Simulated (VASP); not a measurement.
Band structure of MgS (space group F-43m). Level of theory: PBEsol GGA, VASP's PBE PAW potentials (set 64) (plane waves; VASP).

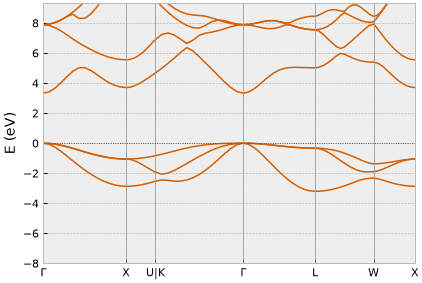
Figure: Bands along high-symmetry lines, zero at the valence-band maximum or, without a gap, the Fermi level

**Question.** Read the plot: is there a gap, and where are the band edges?

**Answer.** The gap is direct, 3.33 eV, from the valence maximum at Γ to the conduction minimum at Γ. (Edges off the drawn lines would not show.)

The structure comes from a computed database's MgS entry (F-43m); how it stands against other phases isn't given here. It was relaxed first.
